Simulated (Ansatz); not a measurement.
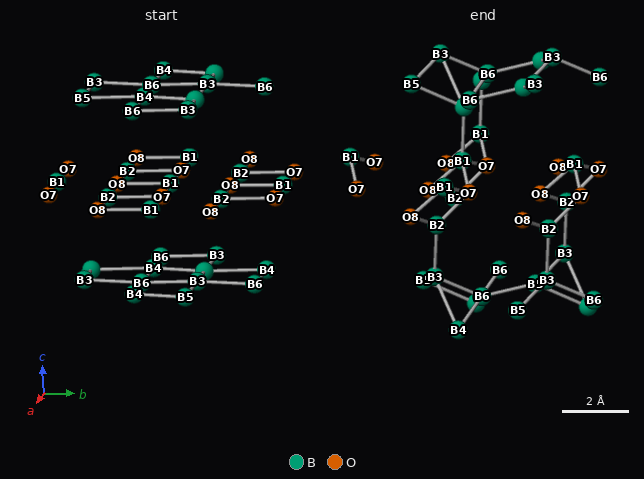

The structure of a crystal of B₃O (built on the TiAl3 (D0_22)_139 type) (coarse preliminary run) before (left) and after (right) a relaxation, at one scale.

A ball-and-stick model of the atoms within 4.2 Å of the atom that moves most (axes of the cell of the calculation, reduced to other axes), seen slightly off an axis. Lengths and directions refer to the drawn axes.

These are results of Ansatz 0.2.0, DFT PBE, scalar-relativistic, plane waves, PAW, not measurements.

The input:
```yaml
crystal:
  lattice:
    - [-2.3479789357, 2.4091881618, 0.0215891722]
    - [2.460292885, 2.521502111, -0.0614135578]
    - [1.2730066901, -1.1570860045, -5.7917736896]
  atoms:
    - { symbol: B, position: [0.5065287539, 0.9719368696, 0.0026584054] }
    - { symbol: B, position: [0.004395521, 0.5088016697, -0.0060156202] }
    - { symbol: B, position: [0.5100455494, 0.2560253798, 0.5098202181] }
    - { symbol: B, position: [0.9825352681, 0.7789302866, 0.5038434915] }
    - { symbol: B, position: [-0.0052593232, 0.2331464881, 0.4934286735] }
    - { symbol: B, position: [0.5058676687, 0.7626307961, 0.4991279084] }
    - { symbol: O, position: [1.013120758, -0.011818873, 0.0033956329] }
    - { symbol: O, position: [0.4827658041, 0.5003473831, -0.0062587095] }
basis:
  ecutwfc: 420
kpoints:
  mp_grid: { grid: [8, 8, 8] }
hamiltonian:
  xc: pbe
scf:
  occupations: { method: gaussian, width: 0.1 }
output:
  forces: true
  stress: true
  eigenvalues: true
relax:
  adjacent_minimum: "off"
  f_tol: 0.015
  max_steps: 120
  cell: { stress_tol: 0.15 }
```

Launched with:
```bash
ansatz run input.yaml --threads 1 --pin off --max-ram 2560MiB --backend cpu --events-out ev --progress --plain --runs-dir out
```

Describe what moved and what it gained.

Answer. The run was cut off at its time limit before the relaxation converged, so the last structure is only a point on the way. B1 moves most relative to the cell: 1.18 Å roughly along [0 −2 1]. By element the largest moves are B 1.18 Å, O 0.52 Å. The drawn cell changes as follows: a 3.364 → 3.009 Å (−10.6 %), b 3.523 → 3.480 Å (−1.2 %), c 6.002 → 6.588 Å (+9.8 %), α 87.7° → 90.3°, β 74.4° → 81.0°, γ 88.6° → 89.5°; the volume changes by −0.5 %. Some distances before and after: B2–B3 3.083 → 1.782 Å, B1–B4 3.036 → 1.751 Å, B2–O7 1.833 → 2.692 Å, B3–B4 2.293 → 3.098 Å. New bonds form: B1–B4 (3.04 → 1.75 Å), B2–B3 (3.08 → 1.78 Å). Bonds break: B3–B6 (1.74 → 2.42 Å), B4–B5 (1.60 → 2.29 Å). Bond angles that change, for instance: B4–B6–B4 175.6° → 123.7°, B5–B3–B5 171.4° → 120.6°, B1–O7–B1 176.1° → 127.2°. The space group stays P1 (No. 1). After 11 geometry steps the energy has fallen by 1317 meV per atom. The largest force component goes from 2.4 to 1.1 eV/Å. Pressure: −1.85 GPa at the start and −4.42 GPa at the end.
